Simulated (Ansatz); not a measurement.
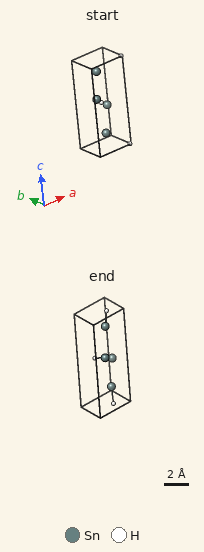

The structure of a crystal of Sn2H (a generated structure, set up in P1) (coarse preliminary run) before (top) and after (bottom) a relaxation, at one scale.

The picture is a ball-and-stick view of the cell of the calculation, reduced to other axes, seen slightly off an axis. Lengths and directions refer to the drawn axes.

All numbers below come from Ansatz 0.2.0, DFT PBE, scalar-relativistic, plane waves, PAW. Set-up: plane-wave cutoff 420 eV; k-point mesh 6 × 6 × 6; occupations gaussian; smearing width 0.2 eV; no spin polarisation; cell and atoms relaxed; force threshold 0.025 eV/Å; at most 60 steps.

Question: Summarise the run.

Answer: The run was cut off at its time limit before the relaxation converged, so the last structure is only a point on the way. An H atom moves most relative to the cell: 1.50 Å roughly along [−2 3 0]. Largest moves by element: H 1.50 Å, Sn 0.67 Å. The volume changes by +11.0 %, with a 4.326 → 4.636 Å (+7.2 %), b 4.430 → 4.804 Å (+8.4 %), c 7.617 → 8.058 Å (+5.8 %), α 74.9° → 70.8°, β 75.4° → 69.0°, γ 61.0° → 54.9°. Near-neighbour distances that change, for instance: H–Sn 2.603 → 1.891 Å, H–Sn 2.595 → 1.963 Å, H–Sn 2.570 → 1.986 Å, H–Sn 2.675 → 2.097 Å. New bonds form: H–Sn (2.57 → 1.99 Å), H–Sn (2.59 → 1.96 Å), H–Sn (2.60 → 1.89 Å), H–Sn (2.67 → 2.10 Å). The space group stays P1 (No. 1). The energy falls by 1.369 eV per cell of the calculation in 10 geometry steps. Largest force component: 0.26 eV/Å at the start, 0.28 eV/Å at the end. The pressure goes from 0.68 to 0.07 GPa. The run took 9.7 min on 1 thread of Intel(R) Xeon(R) Processor @ 2.70GHz, with other jobs on the host, peak memory 0.62 GiB.
